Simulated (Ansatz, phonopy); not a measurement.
# Grüneisen parameters and expansion of TlGa (hypothetical, Fm-3m), part 3 of 3

Wanted: mode Grüneisen parameters of TlGa (hypothetical) and a free-energy fit over volumes. The crystal structure is hypothetical: it was made by swapping elements on a known structure type.

Ansatz 0.2.0; DFT PBE, scalar-relativistic, plane waves, PAW.

So far. Step 9 (A cell at another volume, V/V0 0.985): The run ends at a pressure of 0.38 GPa. Step 10 (Lattice dynamics at this volume, V/V0 0.985): The lowest solved frequency is -20.9 cm⁻¹, so the cell is unstable here and gives no valid free energy. The highest zone-centre mode (no LO–TO term) moved by +3.4 % for a volume change of -1.5 %.

**11. Single point at a scaled cell, V/V0 1.03**

Symmetry fixes every atom, so a single point at the scaled cell gives the energy and pressure of this member.

The cell differs from the one that the last finished run ended in (a 4.215 → 4.278 Å, b 4.215 → 4.278 Å, c 4.215 → 4.278 Å).

The input, input.yaml:

```yaml
crystal:
  lattice:
    - [0.0, 3.0250268527, 3.0250268527]
    - [3.0250268527, 0.0, 3.0250268527]
    - [3.0250268527, 3.0250268527, 0.0]
  atoms:
    - { symbol: Tl, position: [0.0, 0.0, 0.0] }
    - { symbol: Ga, position: [0.5, 0.5, 0.5] }
kpoints:
  mp_grid: { grid: [12, 12, 12] }
hamiltonian:
  xc: pbe
scf:
  occupations: { method: methfessel_paxton, width: 0.15 }
output:
  forces: true
  stress: true
  eigenvalues: true
```

On the command line:

```console
> ansatz run input.yaml --threads 4 --pin off --max-ram 8192MiB --backend cpu --events-out ev --progress --plain --runs-dir out
```

Numbers of over 12 decimals in the logs are rounded to 6 here.

The program printed:

```text
[...]
Crystal: 2 atoms, lattice volume = 55.363 Å³
Basis set: ecut = 420 eV, 1067 PW (Γ), exchange–correlation on 60×60×60 points (8 copies of the dense FFT grid, shifted against one another)
Bands: 17, of which v1, the nominal top of the filled ones, is band 13 counted from 1 (12 counted from 0)
Symmetry: 48 space group operations
[...]
k-points: 72 of 1728
[...]
--- Band table (eV; the first three rows and the last of 72) ---
  k-point 0: bands = [... 9 lower, -3.2960, -1.5221, 8.6896, 10.1067, 10.1067, 10.1067, 15.5595, 15.5595]
  k-point 1: bands = [... 9 lower, -3.2986, -1.4346, 7.9205, 10.1243, 10.1243, 10.6568, 14.9216, 15.1243]
  k-point 2: bands = [... 9 lower, -3.2880, -1.1711, 6.6298, 10.1853, 10.1853, 11.2615, 14.0938, 14.2828]
  k-point 71: bands = [... 9 lower, -3.2034, 2.4797, 3.2464, 5.9731, 5.9731, 12.0765, 12.6535, 15.7862]
[key lines of the parts left out:]
SCF converged after 7 iterations
Free energy (F): -15226.783011 eV
Fermi energy:    8.043644 eV
P = ⅓ Tr σ = -0.6570 GPa (-6.570 kbar)
```

The job ended after 0.84 s (4 threads of Arm Neoverse V2, shared host; peak memory 0.38 GiB).

The run ends at a pressure of -0.66 GPa.

**12. Phonons, V/V0 1.03**

The same q-mesh and k-mesh are kept at every volume, so that much of their error can cancel in the differences.

input.yaml, the sections that differ from step 11:

```yaml
output:
  eigenvalues: true
phonons:
  method: dfpt
  qmesh: [4, 4, 4]
  temperatures: { t_max: 1000, t_step: 50 }
  qpath:
    path:
      - [[0.0, 0.0, 0.0], [0.5, 0.0, 0.5], [0.625, 0.25, 0.625]]
      - [[0.375, 0.375, 0.75], [0.0, 0.0, 0.0], [0.5, 0.5, 0.5], [0.5, 0.25, 0.75], [0.5, 0.0, 0.5]]
    npoints: 10
# crystal, kpoints, hamiltonian, scf: as in step 11
```

The program printed:

```text
[...]
Crystal: 2 atoms, lattice volume = 55.363 Å³
Basis set: ecut = 420 eV, 1067 PW (Γ), exchange–correlation on 60×60×60 points (8 copies of the dense FFT grid, shifted against one another)
Bands: 17, of which v1, the nominal top of the filled ones, is band 13 counted from 1 (12 counted from 0)
Symmetry: 48 space group operations
k-points: 72 of 1728
[...]
k-point 71: bands = [... 9 lower, -3.2035, 2.4796, 3.2464, 5.9731, 5.9731, 12.0765, 12.6535, 15.7862]
[...]
ASR residual: 1.283e-4 → 0.000e0 eV/Å²; symmetrization residual: 2.104e-5 eV/Å²
  ASR residual per site (eV/Å²): 7.68e-5 1.28e-4
  Γ frequencies (cm⁻¹): 0.00 0.00 0.00 94.54 94.54 94.54
--- Phonons (arbitrary-q DFPT): 8 irreducible q on the 4×4×4 mesh ---
[...]
interpolated dispersion: 62 rows × 6 modes
[...]
[key lines of the parts left out:]
SCF converged after 10 iterations
Free energy (F): -15226.783011 eV
Fermi energy:    8.043634 eV
```

Run time: 4.9 min. Hardware: 4 threads; peak memory 3.6 GiB.

The lowest solved frequency is -16.3 cm⁻¹, so the cell is unstable here and gives no valid free energy. The highest zone-centre mode (no LO–TO term) moved by -6.2 % for a volume change of +3.0 %.

**13. Single point at a scaled cell, V/V0 0.97**

Symmetry fixes every atom, so a single point at the scaled cell gives the energy and pressure of this member.

The cell differs from the one that the last finished run ended in (a 4.278 → 4.193 Å, b 4.278 → 4.193 Å, c 4.278 → 4.193 Å).

input.yaml, the sections that differ from step 12:

```yaml
crystal:
  lattice:
    - [0.0, 2.9651095074, 2.9651095074]
    - [2.9651095074, 0.0, 2.9651095074]
    - [2.9651095074, 2.9651095074, 0.0]
  atoms:
    - { symbol: Tl, position: [0.0, 0.0, 0.0] }
    - { symbol: Ga, position: [0.5, 0.5, 0.5] }
output:
  forces: true
  stress: true
  eigenvalues: true
# kpoints, hamiltonian, scf: as in step 12
# phonons: removed
```

The program printed:

```text
[...]
Crystal: 2 atoms, lattice volume = 52.138 Å³
Basis set: ecut = 420 eV, 965 PW (Γ), exchange–correlation on 60×60×60 points (8 copies of the dense FFT grid, shifted against one another)
Bands: 17, of which v1, the nominal top of the filled ones, is band 13 counted from 1 (12 counted from 0)
Symmetry: 48 space group operations
[...]
k-points: 72 of 1728
[...]
--- Band table (eV; the first three rows and the last of 72) ---
  k-point 0: bands = [... 9 lower, -2.6174, -1.1608, 9.9639, 10.9143, 10.9143, 10.9143, 16.6302, 16.6302]
  k-point 1: bands = [... 9 lower, -2.6230, -1.0684, 8.9741, 10.9339, 10.9339, 11.6675, 15.8783, 16.1617]
  k-point 2: bands = [... 9 lower, -2.6150, -0.7897, 7.5355, 11.0007, 11.0007, 12.3474, 15.0784, 15.2807]
  k-point 71: bands = [... 9 lower, -2.5164, 3.1562, 3.9801, 6.5226, 6.5226, 13.0768, 13.6701, 16.6982]
[key lines of the parts left out:]
SCF converged after 7 iterations
Free energy (F): -15226.782255 eV
Fermi energy:    8.763042 eV
P = ⅓ Tr σ = 0.8862 GPa (8.862 kbar)
```

Elapsed: 0.91 s, on 4 threads; peak memory 0.38 GiB.

The run ends at a pressure of 0.89 GPa.

**14. Phonons, V/V0 0.97**

Phonons at this volume give one point of F(V, T); meshes stay fixed along the series.

input.yaml, the sections that differ from step 13:

```yaml
output:
  eigenvalues: true
phonons:
  method: dfpt
  qmesh: [4, 4, 4]
  temperatures: { t_max: 1000, t_step: 50 }
  qpath:
    path:
      - [[0.0, 0.0, 0.0], [0.5, 0.0, 0.5], [0.625, 0.25, 0.625]]
      - [[0.375, 0.375, 0.75], [0.0, 0.0, 0.0], [0.5, 0.5, 0.5], [0.5, 0.25, 0.75], [0.5, 0.0, 0.5]]
    npoints: 10
# crystal, kpoints, hamiltonian, scf: as in step 13
```

The program printed:

```text
[...]
Crystal: 2 atoms, lattice volume = 52.138 Å³
Basis set: ecut = 420 eV, 965 PW (Γ), exchange–correlation on 60×60×60 points (8 copies of the dense FFT grid, shifted against one another)
Bands: 17, of which v1, the nominal top of the filled ones, is band 13 counted from 1 (12 counted from 0)
Symmetry: 48 space group operations
k-points: 72 of 1728
[...]
k-point 71: bands = [... 9 lower, -2.5164, 3.1562, 3.9801, 6.5226, 6.5226, 13.0768, 13.6701, 16.6982]
[...]
ASR residual: 1.703e-5 → 0.000e0 eV/Å²; symmetrization residual: 1.052e-5 eV/Å²
  ASR residual per site (eV/Å²): 1.70e-5 1.07e-5
  Γ frequencies (cm⁻¹): 0.00 0.00 0.00 107.34 107.34 107.34
--- Phonons (arbitrary-q DFPT): 8 irreducible q on the 4×4×4 mesh ---
[...]
interpolated dispersion: 62 rows × 6 modes
[...]
[key lines of the parts left out:]
SCF converged after 10 iterations
Free energy (F): -15226.782255 eV
Fermi energy:    8.763036 eV
```

The job ended after 5 min (4 threads; peak memory 3.4 GiB; 20 min of CPU time).

No LO-TO term. The phonon branches at the labelled points (cm⁻¹):

| point | branch 1 | branch 2 | branch 3 | branch 4 | branch 5 | branch 6 |
| --- | --- | --- | --- | --- | --- | --- |
| Γ | 0 | 0 | 0 | 107 | 107 | 107 |
| X | -20 | -20 | -16 | 116 | 116 | 130 |
| U | -8 | 15 | 16 | 106 | 108 | 123 |
| jump to K | -8 | 15 | 16 | 106 | 108 | 123 |
| Γ | 0 | 0 | 0 | 107 | 107 | 107 |
| L | 57 | 57 | 60 | 82 | 84 | 84 |
| W | -22 | -22 | 53 | 76 | 122 | 122 |
| X | -20 | -20 | -16 | 116 | 116 | 130 |

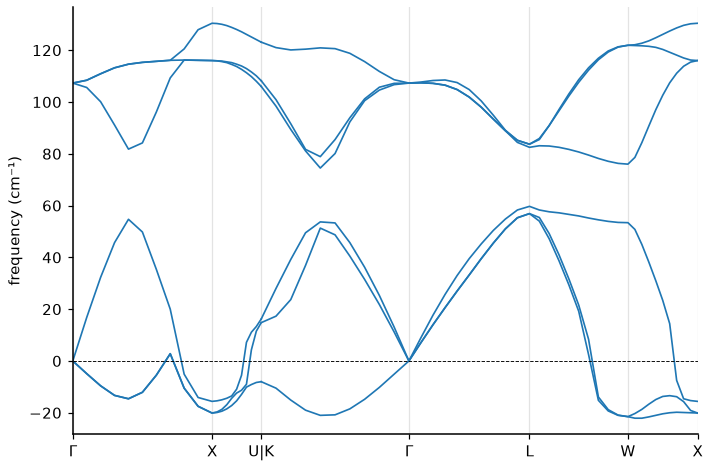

Phonon branches along the path.

The lowest solved frequency is -21.5 cm⁻¹, so the cell is unstable here and gives no valid free energy. The highest zone-centre mode (no LO–TO term) moved by +6.5 % for a volume change of -3.0 %.

**15. A cell at another volume, V/V0 1.05**

Symmetry fixes every atom, so a single point at the scaled cell gives the energy and pressure of this member.

The cell differs from the one that the last finished run ended in (a 4.193 → 4.306 Å, b 4.193 → 4.306 Å, c 4.193 → 4.306 Å).

input.yaml, the sections that differ from step 14:

```yaml
crystal:
  lattice:
    - [0.0, 3.0444809362, 3.0444809362]
    - [3.0444809362, 0.0, 3.0444809362]
    - [3.0444809362, 3.0444809362, 0.0]
  atoms:
    - { symbol: Tl, position: [0.0, 0.0, 0.0] }
    - { symbol: Ga, position: [0.5, 0.5, 0.5] }
output:
  forces: true
  stress: true
  eigenvalues: true
# kpoints, hamiltonian, scf: as in step 14
# phonons: removed
```

The program printed:

```text
[...]
Crystal: 2 atoms, lattice volume = 56.438 Å³
Basis set: ecut = 420 eV, 1067 PW (Γ), exchange–correlation on 60×60×60 points (8 copies of the dense FFT grid, shifted against one another)
Bands: 17, of which v1, the nominal top of the filled ones, is band 13 counted from 1 (12 counted from 0)
Symmetry: 48 space group operations
[...]
k-points: 72 of 1728
[...]
--- Band table (eV; the first three rows and the last of 72) ---
  k-point 0: bands = [... 9 lower, -3.5079, -1.6343, 8.2974, 9.8570, 9.8570, 9.8570, 15.2273, 15.2273]
  k-point 1: bands = [... 9 lower, -3.5092, -1.5483, 7.5870, 9.8740, 9.8740, 10.3537, 14.6171, 14.8021]
  k-point 2: bands = [... 9 lower, -3.4985, -1.2895, 6.3450, 9.9334, 9.9334, 10.9313, 13.7862, 13.9735]
  k-point 71: bands = [... 9 lower, -3.4181, 2.2701, 3.0195, 5.8038, 5.8038, 11.7681, 12.3405, 15.5032]
[key lines of the parts left out:]
SCF converged after 7 iterations
Free energy (F): -15226.776995 eV
Fermi energy:    7.827666 eV
P = ⅓ Tr σ = -1.1358 GPa (-11.358 kbar)
```

It took 0.94 s on 4 threads; peak memory 0.38 GiB; 3.2 s of CPU time.

The run ends at a pressure of -1.14 GPa.

**16. Phonons, V/V0 1.05**

The same q-mesh and k-mesh are kept at every volume, so that much of their error can cancel in the differences.

input.yaml, the sections that differ from step 15:

```yaml
output:
  eigenvalues: true
phonons:
  method: dfpt
  qmesh: [4, 4, 4]
  temperatures: { t_max: 1000, t_step: 50 }
  qpath:
    path:
      - [[0.0, 0.0, 0.0], [0.5, 0.0, 0.5], [0.625, 0.25, 0.625]]
      - [[0.375, 0.375, 0.75], [0.0, 0.0, 0.0], [0.5, 0.5, 0.5], [0.5, 0.25, 0.75], [0.5, 0.0, 0.5]]
    npoints: 10
# crystal, kpoints, hamiltonian, scf: as in step 15
```

The program printed:

```text
[...]
Crystal: 2 atoms, lattice volume = 56.438 Å³
Basis set: ecut = 420 eV, 1067 PW (Γ), exchange–correlation on 60×60×60 points (8 copies of the dense FFT grid, shifted against one another)
Bands: 17, of which v1, the nominal top of the filled ones, is band 13 counted from 1 (12 counted from 0)
Symmetry: 48 space group operations
k-points: 72 of 1728
[...]
k-point 71: bands = [... 9 lower, -3.4182, 2.2701, 3.0195, 5.8038, 5.8038, 11.7681, 12.3405, 15.5032]
[...]
ASR residual: 1.161e-4 → 0.000e0 eV/Å²; symmetrization residual: 2.281e-5 eV/Å²
  ASR residual per site (eV/Å²): 7.05e-5 1.16e-4
  Γ frequencies (cm⁻¹): 0.00 0.00 0.00 91.19 91.19 91.19
--- Phonons (arbitrary-q DFPT): 8 irreducible q on the 4×4×4 mesh ---
[...]
interpolated dispersion: 62 rows × 6 modes
[...]
[key lines of the parts left out:]
SCF converged after 10 iterations
Free energy (F): -15226.776995 eV
Fermi energy:    7.827654 eV
```

The job ended after 5.3 min (4 threads; peak memory 3.6 GiB).

No LO-TO term. Phonon branches along the path, in cm⁻¹:

| point | branch 1 | branch 2 | branch 3 | branch 4 | branch 5 | branch 6 |
| --- | --- | --- | --- | --- | --- | --- |
| Γ | 0 | 0 | 0 | 91 | 91 | 91 |
| X | -12 | -12 | -6 | 99 | 99 | 111 |
| U | 8 | 11 | 14 | 89 | 91 | 103 |
| jump to K | 8 | 11 | 14 | 89 | 91 | 103 |
| Γ | 0 | 0 | 0 | 91 | 91 | 91 |
| L | 47 | 48 | 48 | 62 | 70 | 70 |
| W | -15 | -15 | 44 | 59 | 102 | 102 |
| X | -12 | -12 | -6 | 99 | 99 | 111 |

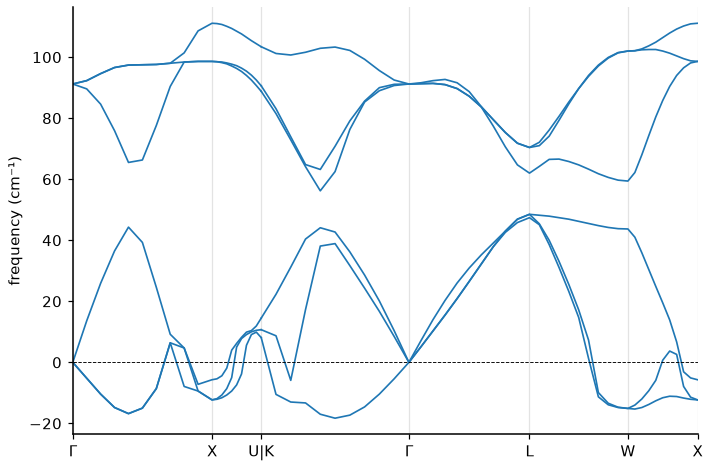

Phonon branches along the path.

The lowest solved frequency is -15.1 cm⁻¹, so the cell is unstable here and gives no valid free energy. The highest zone-centre mode (no LO–TO term) moved by -9.5 % for a volume change of +5.0 %.

**17. Mode Grüneisen parameters**

This step: DFT PBE, scalar-relativistic, plane waves, PAW (phonopy 4.10.0).

Volume series, by row:

| V/V0 | V (Å³/atom) | pressure (GPa) | E - E0 (meV/atom) | gap (eV) | zero-point energy (meV/atom) | lowest on the path (cm⁻¹) | highest at Gamma without the LO-TO term (cm⁻¹) |
| --- | --- | --- | --- | --- | --- | --- | --- |
| 0.97 | 26.07 | 0.886 | 1.88 | 0 | - | -22.08 | 107.3 |
| 0.985 | 26.47 | 0.379 | 0.357 | 0 | - | -21.81 | 104.1 |
| 1 | 26.88 | -0.006 | 0 | 0 | - | -20.84 | 100.8 |
| 1.015 | 27.28 | -0.32 | 0.448 | 0 | - | -19.84 | 97.45 |
| 1.03 | 27.68 | -0.657 | 1.662 | 0 | - | -18.98 | 94.54 |
| 1.05 | 28.22 | -1.136 | 4.688 | 0 | - | -18.29 | 91.19 |

The optical frequency at Gamma without the LO-TO term, mode 4 by V/V0:

| V/V0 | optical frequency at Gamma without the LO-TO term, mode 4 (cm⁻¹) |
| --- | --- |
| 0.9700 | 107 |
| 0.9850 | 104 |
| 1.0000 | 101 |
| 1.0150 | 97.5 |
| 1.0300 | 94.5 |
| 1.0500 | 91.2 |

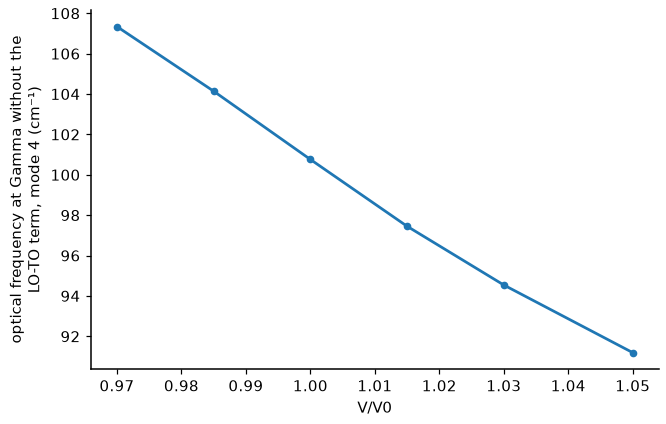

Optical frequency at Gamma without the LO-TO term, mode 4 against V/V0.

**18. Outcome**

```
lowest frequency over the volumes : -22.1 cm⁻¹
```

What this shows: Imaginary modes appear at V/V0 = 0.97, 0.985, 1, 1.015, 1.03 and 1.05, so too few stable volumes remain for a free-energy fit. Mode Grüneisen parameters diverge near a vanishing branch and are not given. The softest solved mode at V/V0 = 0.97 is 22i cm⁻¹ at q = (0.25, -0.5, -0.25), and 4 of 8 solved wavevectors carry a mode beyond 8i cm⁻¹. In a metal soft modes also hang on the k-mesh and the smearing, which were not converged here.

[Logs are printed without paths, hosts, clocks, repeated set-up lines and the standing remarks that a program may print on its own settings, such as how far it seeks lower states.]

[Hosts, paths, dates, database ids (printed as entryN), source tags and the programs' standing remarks are cut or masked in the printed files.]

[A step with changed settings may run another functional than the one named; its input shows which.]

[Of the runs on displaced cells, only some may be shown.]
